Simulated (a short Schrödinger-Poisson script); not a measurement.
Stack: MOS inversion layer, Si3N4 on p-type Si(110), at 400 K.

```
layer  material  thickness (nm)  Na (cm⁻³)
-----  --------  --------------  ---------
1         Si3N4             2.9          -
2            Si             630     1.4e18
```

The device is made up for the run: typed textbook-type constants, with dimensions and the other settings drawn at random. Si3N4: permittivity 7.5, conduction-band edge (eV) 1.95, gap (eV) 5.1, electron mass (mₑ) 0.5. Si: permittivity 11.7, conduction-band edge (eV) 0, gap (eV) 1.124, Nv at 300 K (cm⁻³) 3.1e19.

Channel valleys (confinement mass, in-plane density-of-states mass, number): Δ4 0.315, 0.324, 4; Δ2 0.19, 0.417, 2. At the gate the conduction-band edge of layer 1 lies 2.57 eV − eVg above the Fermi level of the channel; the field vanishes at the back. Gaps are held at their typed values at every temperature. Mesh 0.03 nm at interfaces.

From a short Schrödinger-Poisson script (our own, NumPy): 1D Poisson equation in equilibrium, electrons quantum, Hartree (BenDaniel-Duke, 12 states a valley, the channel's in-plane mass for all, wave functions ending at the dielectric), parabolic valleys, classical holes, full ionisation, no traps, pinning or gate leakage.

Only gate voltages with over 1e8 electrons/cm² are shown.

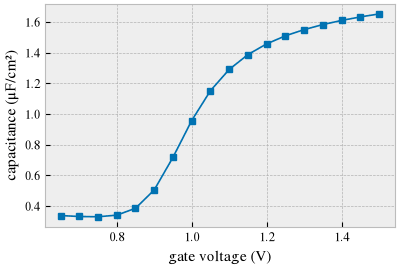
Fig. 1. Quasi-static capacitance against gate voltage

```
Vg (V)  electrons (cm⁻²)  C (μF/cm²)  Δ4 E0 (meV)  Δ4 E1 (meV)  Δ2 E0 (meV)  Δ2 E1 (meV)
------  ----------------  ----------  -----------  -----------  -----------  -----------
0.65              2.87e8       0.338        391.6        507.7        420.7        555.4
0.7               8.93e8       0.332        352.2        471.0        382.0        519.8
0.75              2.79e9       0.330        312.7        434.0        343.0        484.0
0.8               8.74e9       0.341        273.2        397.0        304.1        448.1
0.85             2.68e10       0.386        234.3        360.5        265.9        412.7
0.9              7.72e10       0.505        197.7        326.2        229.8        379.3
0.95             1.94e11       0.718        165.7        296.5        198.5        350.5
1                4.01e11       0.957        140.3        273.3        173.8        328.0
1.05             6.93e11        1.15        121.1        256.2        155.4        311.6
1.1              1.05e12        1.29        106.4        243.7        141.5        299.6
1.15             1.45e12        1.39         94.8        234.3        130.8        290.6
1.2              1.88e12        1.46         85.3        226.9        122.2        283.7
1.25             2.33e12        1.51         77.4        221.0        115.1        278.2
1.3              2.80e12        1.55         70.6        216.2        109.2        273.8
1.35             3.28e12        1.58         64.6        212.2        104.1        270.1
1.4              3.78e12        1.61         59.3        208.8         99.6        267.0
1.45             4.28e12        1.63         54.4        205.9         95.6        264.4
1.5              4.79e12        1.65         50.0        203.4         92.1        262.2
```

Subbands count from the Fermi level.
